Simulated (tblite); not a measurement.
C$_{3}$H$_{10}$BFSi: geometry relaxation (part 2 of 3)

C$_{3}$H$_{10}$BFSi, SMILES BC(F)([SiH3])CC; IPEA1-xTB, R-SCC (tblite 0.8.0). The geometry: force field. The settings are looser than a standard set-up, so the numbers are not reference values.

Geometry of the input (Å):
```
B  -1.5629  -0.7397  0.0748
C  -0.1756  -0.1654  0.5213
F  -0.3731  0.7311  1.5526
Si 0.9046  -1.6058  1.1615
C  0.5933  0.5115  -0.6510
C  -0.0525  1.8437  -1.1006
H  -1.8636  -1.8410  0.1115
H  -2.4039  0.0885  -0.2857
H  1.0322  -2.5781  0.1274
H  2.1412  -1.1382  1.6603
H  0.1053  -2.2539  2.3019
H  0.6919  -0.1655  -1.4842
H  1.5760  0.7831  -0.3134
H  -0.1772  2.5505  -0.2346
H  0.5867  2.2812  -1.8721
H  -1.0451  1.6753  -1.5254
```

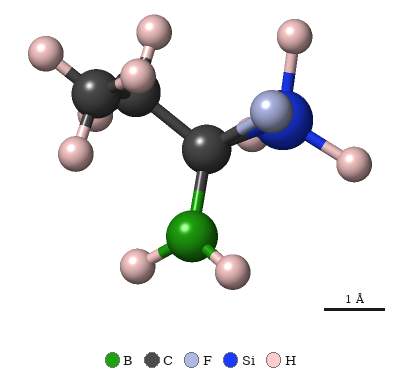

Figure 1. The geometry at step 30 of the log (ball-and-stick view, seen at a tilt).

### Trajectory as extended XYZ, continued
```
16
Properties=species:S:1:pos:R:3:forces:R:3 step=18 energy=-592.81571
B    -1.6866   -0.6082   -0.0210   -0.0801   0.0746  -0.2085
C    -0.2344   -0.2415    0.3945    0.1953  -0.1046  -0.0224
F    -0.1967    0.6897    1.4943    0.1307  -0.2214   0.1229
Si    0.8543   -1.5711    1.2956    0.1649  -0.2150   0.1260
C     0.5974    0.4498   -0.7236   -0.0527  -0.0127  -0.0431
C    -0.0706    1.7661   -1.1035    0.1015   0.0809   0.1207
H    -1.8163   -1.4902   -0.8206   -0.1131   0.4713   0.2412
H    -2.5931    0.0159    0.4410    0.0798  -0.5252  -0.0493
H     1.1896   -2.6122    0.3617   -0.0708   0.0751   0.0308
H     2.0694   -0.9984    1.7843   -0.0058   0.2956  -0.1543
H     0.2526   -2.1565    2.4531   -0.2937   0.0928  -0.0585
H     0.6831   -0.1911   -1.6000   -0.0700  -0.2218   0.0289
H     1.6120    0.6388   -0.3562   -0.0780   0.0537  -0.0212
H    -0.1593    2.3851   -0.2144   -0.0441   0.2068  -0.0095
H     0.5499    2.2900   -1.8313   -0.0467   0.0593  -0.0938
H    -1.0739    1.6112   -1.5097    0.1827  -0.1095  -0.0097
16
Properties=species:S:1:pos:R:3:forces:R:3 step=20 energy=-592.90383
B    -1.6792   -0.5832   -0.0420   -0.0775  -0.1417   0.0826
C    -0.2273   -0.2489    0.3779    0.2051  -0.2655   0.2245
F    -0.1828    0.6400    1.5217    0.2719  -0.2602  -0.0630
Si    0.8667   -1.5857    1.3129    0.0095   0.1487  -0.1557
C     0.6018    0.4380   -0.7354   -0.0993   0.0245   0.2147
C    -0.0649    1.7597   -1.0934    0.0425   0.0593  -0.1115
H    -1.8123   -1.3896   -0.9107   -0.1763   0.3651   0.1571
H    -2.5776   -0.0585    0.5381    0.0140  -0.3898  -0.1883
H     1.1948   -2.6324    0.3661   -0.0466   0.2482   0.3055
H     2.0545   -0.9129    1.7720   -0.2290  -0.0404  -0.1897
H     0.2060   -2.1272    2.4633   -0.0962   0.1051  -0.1434
H     0.6594   -0.2355   -1.5975    0.0400   0.1869   0.1510
H     1.6120    0.6446   -0.3714    0.0700  -0.1226  -0.0811
H    -0.1585    2.3909   -0.2092    0.0041  -0.0371  -0.1055
H     0.5409    2.2779   -1.8313    0.1615   0.2248  -0.1630
H    -1.0563    1.6000   -1.5170   -0.0936  -0.1053   0.0657
16
Properties=species:S:1:pos:R:3:forces:R:3 step=22 energy=-592.96124
B    -1.6611   -0.5780   -0.0408    0.2546  -0.1214   0.2524
C    -0.2063   -0.2709    0.3839   -0.2338   0.0576  -0.1125
F    -0.1665    0.5731    1.5551    0.3836  -0.1394   0.0839
Si    0.8740   -1.5887    1.3116   -0.2215   0.2765   0.0384
C     0.6006    0.4344   -0.7266    0.0729   0.0508   0.0530
C    -0.0598    1.7565   -1.0981    0.0109   0.0047  -0.1400
H    -1.8164   -1.2829   -0.9667   -0.1944  -0.0918  -0.3169
H    -2.5434   -0.1485    0.6037   -0.4134  -0.0521   0.1040
H     1.1900   -2.6374    0.3833    0.1024   0.0239   0.1819
H     2.0119   -0.8339    1.7380    0.0345  -0.1538  -0.0393
H     0.1533   -2.0842    2.4446    0.0298   0.0367  -0.0717
H     0.6372   -0.2601   -1.5718    0.1153   0.2547  -0.0167
H     1.6201    0.6477   -0.3964    0.0905  -0.1747   0.0226
H    -0.1549    2.3875   -0.2137    0.0005  -0.0081  -0.1230
H     0.5504    2.2734   -1.8412    0.0185   0.0809   0.0117
H    -1.0521    1.5893   -1.5205   -0.0503  -0.0444   0.0722
16
Properties=species:S:1:pos:R:3:forces:R:3 step=23 energy=-592.98595
B    -1.6618   -0.5771   -0.0414   -0.0283  -0.1559   0.2048
C    -0.2062   -0.2774    0.3810   -0.2787   0.1790  -0.2524
F    -0.1485    0.5528    1.5612    0.3340  -0.1616   0.1134
Si    0.8716   -1.5815    1.3147   -0.2508   0.2272   0.0527
C     0.6006    0.4315   -0.7266    0.1085   0.0764   0.0152
C    -0.0576    1.7546   -1.1013    0.0002  -0.0199  -0.1022
H    -1.8208   -1.2428   -1.0073   -0.1652   0.0941   0.0063
H    -2.5455   -0.1771    0.6379   -0.1566  -0.1863  -0.1259
H     1.1956   -2.6368    0.4003    0.1218  -0.0235   0.1459
H     1.9994   -0.8163    1.7328    0.1480  -0.1215   0.0056
H     0.1463   -2.0716    2.4445    0.0131   0.0190  -0.0247
H     0.6356   -0.2617   -1.5706    0.1070   0.1989  -0.0927
H     1.6229    0.6398   -0.4032    0.0907  -0.1507   0.0639
H    -0.1548    2.3826   -0.2154    0.0063   0.0224  -0.1097
H     0.5524    2.2756   -1.8439   -0.0336   0.0167   0.0551
H    -1.0519    1.5826   -1.5185   -0.0164  -0.0144   0.0447
16
Properties=species:S:1:pos:R:3:forces:R:3 step=25 energy=-593.05987
B    -1.6820   -0.5819   -0.0353   -0.4043  -0.0606   0.0082
C    -0.2228   -0.2850    0.3569   -0.0932   0.3635  -0.3869
F    -0.0589    0.5006    1.5699   -0.0658  -0.2784   0.1254
Si    0.8545   -1.5460    1.3337   -0.2219   0.0328  -0.1063
C     0.6044    0.4304   -0.7296    0.1252   0.0776  -0.1492
C    -0.0465    1.7579   -1.1112   -0.0607  -0.0575   0.0680
H    -1.8599   -1.1595   -1.0704    0.0012   0.2443   0.4799
H    -2.5904   -0.2593    0.6735    0.2844  -0.2622  -0.2563
H     1.2191   -2.6223    0.4603    0.0896  -0.1006   0.0751
H     1.9981   -0.8096    1.7236    0.3432   0.0363   0.1035
H     0.1347   -2.0545    2.4504   -0.0830   0.0411   0.1054
H     0.6503   -0.2423   -1.5847    0.0114   0.0114  -0.2195
H     1.6309    0.6023   -0.4033    0.0907   0.0218   0.1646
H    -0.1592    2.3890   -0.2303    0.0625   0.0250  -0.0069
H     0.5502    2.3002   -1.8534   -0.1005  -0.2058   0.1040
H    -1.0452    1.5575   -1.5056    0.0211   0.1114  -0.1091
16
Properties=species:S:1:pos:R:3:forces:R:3 step=27 energy=-593.10211
B    -1.6955   -0.5849   -0.0266   -0.0979   0.0590  -0.1062
C    -0.2363   -0.2714    0.3281    0.0175   0.0413  -0.1012
F    -0.0119    0.4533    1.5851   -0.2594  -0.1558  -0.0306
Si    0.8375   -1.5218    1.3378    0.0813  -0.0201  -0.0144
C     0.6130    0.4348   -0.7382    0.0452   0.0541  -0.0731
C    -0.0413    1.7609   -1.1128   -0.0328  -0.0088   0.0288
H    -1.8871   -1.1168   -1.0727    0.0454   0.0463   0.1698
H    -2.6106   -0.3182    0.6750    0.0919  -0.1147   0.1496
H     1.2329   -2.6188    0.4931    0.0034  -0.0134   0.1094
H     2.0154   -0.8066    1.7173    0.0423  -0.1380   0.0224
H     0.1149   -2.0433    2.4544   -0.0065   0.1388  -0.0216
H     0.6599   -0.2307   -1.6012    0.0050   0.0504  -0.1355
H     1.6382    0.5860   -0.3938    0.0097   0.0917   0.0925
H    -0.1594    2.4012   -0.2397    0.0847  -0.0379   0.0629
H     0.5450    2.3046   -1.8571    0.0010  -0.1256  -0.0192
H    -1.0375    1.5489   -1.5044   -0.0309   0.1326  -0.1336
16
Properties=species:S:1:pos:R:3:forces:R:3 step=29 energy=-593.12006
B    -1.6951   -0.5833   -0.0256    0.0725   0.0626  -0.0210
C    -0.2382   -0.2633    0.3146    0.0034  -0.2134   0.0611
F    -0.0264    0.4209    1.5978   -0.1176   0.0293  -0.1167
Si    0.8344   -1.5166    1.3319    0.0747   0.0032   0.0146
C     0.6183    0.4383   -0.7443   -0.0661  -0.0056   0.0613
C    -0.0434    1.7588   -1.1131    0.0295   0.0515  -0.0583
H    -1.8862   -1.0885   -1.0755   -0.0705  -0.0808  -0.0873
H    -2.5924   -0.3496    0.7022   -0.0500  -0.0842   0.2107
H     1.2353   -2.6259    0.5066    0.0029  -0.0021   0.0891
H     2.0128   -0.7980    1.7122    0.0085  -0.1757  -0.0019
H     0.1015   -2.0212    2.4485   -0.0029   0.0958  -0.0064
H     0.6580   -0.2298   -1.6083    0.0661   0.1124  -0.0408
H     1.6424    0.5923   -0.3921   -0.0696   0.0704   0.0044
H    -0.1523    2.3959   -0.2367    0.0471  -0.0070   0.0269
H     0.5473    2.2888   -1.8590    0.0643   0.0702  -0.1023
H    -1.0388    1.5584   -1.5148    0.0077   0.0734  -0.0334
16
Properties=species:S:1:pos:R:3:forces:R:3 step=30 energy=-593.12649
B    -1.6973   -0.5815   -0.0266   -0.0383   0.0011   0.0192
C    -0.2400   -0.2654    0.3069   -0.0066  -0.2190   0.0630
F    -0.0315    0.4006    1.6018   -0.0696   0.1313  -0.1322
Si    0.8333   -1.5120    1.3312    0.0434  -0.0385   0.0018
C     0.6196    0.4388   -0.7474   -0.1062  -0.0093   0.0866
C    -0.0432    1.7587   -1.1154    0.0494   0.0612  -0.0617
H    -1.8888   -1.0636   -1.0900   -0.1233  -0.0473   0.0071
H    -2.5850   -0.3754    0.7300    0.0771  -0.1160   0.0243
H     1.2394   -2.6289    0.5222    0.0095  -0.0347   0.0474
H     2.0096   -0.7955    1.7098    0.0824  -0.1335   0.0135
H     0.0953   -2.0043    2.4463   -0.0348   0.0448   0.0493
H     0.6594   -0.2259   -1.6146    0.0811   0.1025  -0.0062
H     1.6430    0.5941   -0.3921   -0.0990   0.0606  -0.0155
H    -0.1475    2.3912   -0.2346    0.0331   0.0197  -0.0231
H     0.5501    2.2832   -1.8630    0.0594   0.1177  -0.0830
H    -1.0391    1.5632   -1.5201    0.0422   0.0594   0.0095
16
Properties=species:S:1:pos:R:3:forces:R:3 step=32 energy=-593.14034
B    -1.7069   -0.5810   -0.0278    0.0204  -0.1131   0.0669
C    -0.2447   -0.2764    0.2996    0.0156  -0.0478  -0.0335
F    -0.0465    0.4006    1.5883    0.0606   0.1053  -0.0323
Si    0.8350   -1.5097    1.3325   -0.0380  -0.0282  -0.0084
C     0.6154    0.4406   -0.7502   -0.0730   0.0235   0.0213
C    -0.0409    1.7648   -1.1196    0.0346   0.0176  -0.0226
H    -1.9002   -1.0695   -1.0851   -0.1783  -0.0593  -0.0868
H    -2.5856   -0.3888    0.7432    0.0796  -0.0723  -0.0146
H     1.2449   -2.6310    0.5405    0.0095  -0.1371  -0.0516
H     2.0238   -0.8262    1.7162    0.1196   0.0366   0.0323
H     0.0998   -1.9920    2.4500   -0.0988   0.0163   0.1079
H     0.6723   -0.2063   -1.6294    0.0437   0.0112   0.0503
H     1.6346    0.6001   -0.3839   -0.0933   0.0443  -0.0121
H    -0.1401    2.3899   -0.2326    0.0214   0.0727  -0.0809
H     0.5543    2.2858   -1.8712    0.0301   0.0790   0.0276
H    -1.0377    1.5762   -1.5263    0.0463   0.0514   0.0367
16
Properties=species:S:1:pos:R:3:forces:R:3 step=34 energy=-593.15151
B    -1.7154   -0.5869   -0.0271    0.0069  -0.2420  -0.0449
C    -0.2476   -0.2908    0.2878    0.0098   0.1574  -0.0406
F    -0.0424    0.3945    1.5770    0.0495   0.0434  -0.0023
Si    0.8371   -1.5083    1.3390    0.0052  -0.0721   0.0464
C     0.6090    0.4433   -0.7530    0.0498   0.0543  -0.0538
C    -0.0345    1.7734   -1.1242   -0.0324   0.0012  -0.0086
H    -1.9294   -1.0622   -1.0904   -0.1153  -0.0050   0.0105
H    -2.5869   -0.4251    0.7590    0.1067  -0.0158  -0.0057
H     1.2514   -2.6405    0.5600   -0.0389  -0.1007  -0.0228
H     2.0440   -0.8443    1.7190   -0.0241   0.0359   0.0059
H     0.0876   -1.9756    2.4600   -0.0157   0.0478   0.0010
H     0.6858   -0.1897   -1.6396   -0.0047  -0.0599   0.0309
H     1.6225    0.6057   -0.3765   -0.0060   0.0253   0.0305
H    -0.1323    2.3997   -0.2387    0.0235   0.0839  -0.0474
H     0.5586    2.2969   -1.8785    0.0300  -0.0237   0.1023
H    -1.0304    1.5871   -1.5295   -0.0443   0.0701  -0.0015
16
Properties=species:S:1:pos:R:3:forces:R:3 step=36 energy=-593.16387
B    -1.7134   -0.6130   -0.0249    0.0433  -0.1535  -0.1079
C    -0.2460   -0.2963    0.2747   -0.0244   0.1093   0.0032
F    -0.0446    0.3820    1.5720    0.0496   0.0277  -0.0515
Si    0.8397   -1.5137    1.3427    0.0030  -0.0549   0.0122
C     0.6041    0.4517   -0.7570    0.1091   0.0266  -0.0266
C    -0.0307    1.7832   -1.1310   -0.0454   0.0273  -0.0050
H    -1.9704   -1.0487   -1.0968    0.0068  -0.0310   0.0516
H    -2.5618   -0.4789    0.7863    0.0055  -0.0119   0.0876
H     1.2510   -2.6644    0.5775   -0.0908   0.0252   0.0742
H     2.0556   -0.8497    1.7154   -0.1583  -0.0300  -0.0271
H     0.0618   -1.9434    2.4642    0.0876   0.0175  -0.0758
H     0.6964   -0.1799   -1.6416   -0.0187  -0.0709  -0.0322
H     1.6108    0.6217   -0.3702    0.0855   0.0077   0.0480
H    -0.1190    2.4151   -0.2500   -0.0114   0.0898   0.0345
H     0.5714    2.3017   -1.8804    0.0307  -0.0337   0.0400
H    -1.0276    1.6099   -1.5366   -0.0721   0.0549  -0.0251
16
Properties=species:S:1:pos:R:3:forces:R:3 step=38 energy=-593.17050
B    -1.7068   -0.6369   -0.0243    0.0345   0.0531   0.0039
C    -0.2452   -0.2907    0.2699    0.0044  -0.0316  -0.0320
F    -0.0491    0.3813    1.5682    0.0441   0.0290  -0.0760
Si    0.8374   -1.5185    1.3392   -0.0488   0.0222  -0.0614
C     0.6054    0.4581   -0.7596    0.0299   0.0016   0.0166
C    -0.0322    1.7893   -1.1343    0.0190   0.0221   0.0255
H    -1.9886   -1.0508   -1.0961    0.0656  -0.0946   0.0089
H    -2.5396   -0.5016    0.8025   -0.0412  -0.0678   0.0952
H     1.2435   -2.6776    0.5870   -0.0817   0.0152   0.0517
H     2.0491   -0.8536    1.7121   -0.0891  -0.0012  -0.0219
H     0.0556   -1.9265    2.4605    0.0308  -0.0436   0.0121
H     0.7009   -0.1791   -1.6412   -0.0097  -0.0072  -0.0157
H     1.6098    0.6323   -0.3663    0.0540   0.0049   0.0069
H    -0.1130    2.4248   -0.2540   -0.0272   0.0513   0.0188
H     0.5821    2.2995   -1.8783   -0.0089   0.0214  -0.0267
H    -1.0319    1.6272   -1.5409    0.0245   0.0253  -0.0059
16
Properties=species:S:1:pos:R:3:forces:R:3 step=39 energy=-593.17243
B    -1.7052   -0.6430   -0.0242   -0.0133   0.1040   0.0828
C    -0.2454   -0.2887    0.2676    0.0251  -0.0470  -0.0457
F    -0.0487    0.3831    1.5646    0.0323   0.0258  -0.0628
Si    0.8348   -1.5189    1.3368   -0.0721   0.0433  -0.0593
C     0.6070    0.4596   -0.7607   -0.0108   0.0067   0.0168
C    -0.0323    1.7917   -1.1344    0.0418   0.0127   0.0281
H    -1.9914   -1.0546   -1.0952    0.0699  -0.1075  -0.0037
H    -2.5352   -0.5078    0.8083   -0.0008  -0.0878   0.0406
H     1.2394   -2.6801    0.5915   -0.0677  -0.0238   0.0130
H     2.0447   -0.8563    1.7114   -0.0365   0.0286  -0.0155
H     0.0570   -1.9239    2.4597   -0.0064  -0.0541   0.0474
H     0.7024   -0.1788   -1.6423   -0.0029   0.0284   0.0055
H     1.6110    0.6345   -0.3647    0.0220  -0.0006  -0.0172
H    -0.1126    2.4287   -0.2542   -0.0182   0.0197  -0.0075
H     0.5846    2.2993   -1.8781   -0.0216   0.0391  -0.0293
H    -1.0328    1.6324   -1.5419    0.0592   0.0126   0.0067
16
Properties=species:S:1:pos:R:3:forces:R:3 step=41 energy=-593.17779
B    -1.7028   -0.6547   -0.0204   -0.0693   0.0891   0.0775
C    -0.2451   -0.2855    0.2580    0.0165   0.0171  -0.0262
F    -0.0439    0.3913    1.5496   -0.0008   0.0028   0.0228
Si    0.8238   -1.5183    1.3296   -0.0652   0.0222   0.0212
C     0.6111    0.4647   -0.7640   -0.0591   0.0448   0.0044
C    -0.0290    1.8004   -1.1332    0.0499  -0.0061  -0.0134
H    -1.9957   -1.0741   -1.0877    0.0809  -0.0877   0.0259
H    -2.5265   -0.5302    0.8229    0.0494  -0.0857  -0.0120
H     1.2236   -2.6888    0.6039   -0.0438  -0.0863  -0.0662
H     2.0332   -0.8645    1.7087    0.0490   0.0781  -0.0157
H     0.0604   -1.9217    2.4614   -0.0701  -0.0371   0.0714
H     0.7076   -0.1745   -1.6458    0.0153   0.0936   0.0063
H     1.6138    0.6401   -0.3603   -0.0430  -0.0242  -0.0645
H    -0.1127    2.4428   -0.2554    0.0322  -0.0607  -0.0426
H     0.5891    2.3032   -1.8794   -0.0174   0.0657  -0.0096
H    -1.0297    1.6469   -1.5435    0.0752  -0.0255   0.0207
```
